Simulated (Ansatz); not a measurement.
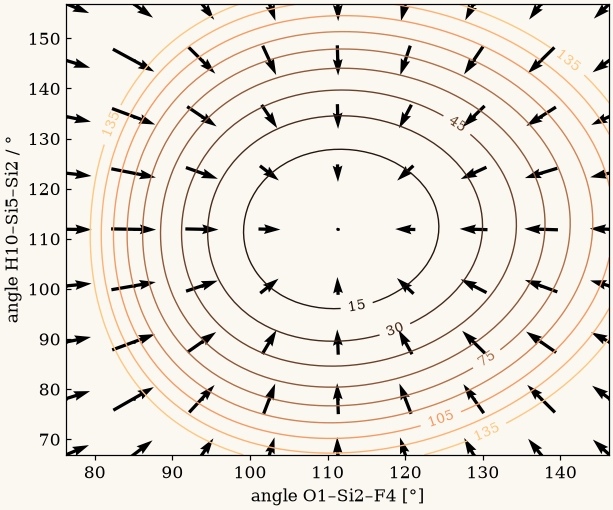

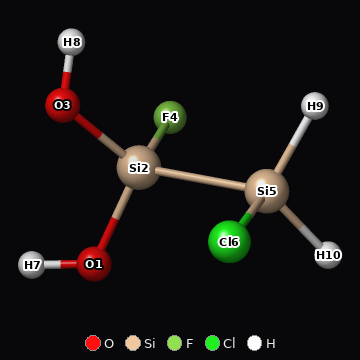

Energy landscape of ClFH₄O₂Si₂, SMILES O[Si](O)(F)[SiH2]Cl. 
- Coordinates scanned: (1) angle O1–Si2–F4; (2) angle H10–Si5–Si2.
- Nothing is relaxed (all other coordinates rigid).
- The grid has 9 × 9 points.
- Energies are in kJ/mol, from the lowest grid point.
- Theory: RKS PBE0-D4/def2-SVP in Ansatz.

The picture shows contour lines labelled in kJ/mol (none above 135), dots at the grid points, arrows along the force (downhill), their lengths compressed. Between grid points the surface is interpolated. The second picture is the structure at the lowest point.

**What does the map say about the system?**

The lowest grid point is at angle O1–Si2–F4 = 111.3°, angle H10–Si5–Si2 = 111.9°. It is the only kind of minimum in the scanned range. The highest grid point, angle O1–Si2–F4 = 76.3°, angle H10–Si5–Si2 = 156.9°, lies 295 kJ/mol above the lowest. Round the minimum the two coordinates are nearly uncoupled.

The input of one point:

```yaml
crystal:
  periodic: [false, false, false]
  atoms:
    - { symbol: O, position_ang: [-1.340115, 0.743886, -1.255548] }
    - { symbol: Si, position_ang: [-0.286554, -0.332678, -0.610076] }
    - { symbol: O, position_ang: [1.023932, -0.416331, -1.608221] }
    - { symbol: F, position_ang: [-0.93758, -1.822453, -0.531014] }
    - { symbol: Si, position_ang: [0.163379, 0.305925, 1.584819] }
    - { symbol: Cl, position_ang: [1.197991, 2.105162, 1.532159] }
    - { symbol: H, position_ang: [-1.368284, 0.814748, -2.215766] }
    - { symbol: H, position_ang: [1.611424, -1.173958, -1.534504] }
    - { symbol: H, position_ang: [1.023698, -0.709177, 2.261271] }
    - { symbol: H, position_ang: [-1.085343, 0.487249, 2.37813] }
basis:
  gaussian: { orbitals: def2-SVP }
hamiltonian:
  xc: pbe0
  dispersion: d4
output:
  forces: true
```

Each point was launched as `ansatz run input.yaml --threads 1 --pin off --max-ram 2560MiB --backend cpu --events-out ev --progress --plain --runs-dir out`. Time for the 81 points that were run: 8.3 min on 1 thread of Arm Neoverse V2 (shared host).
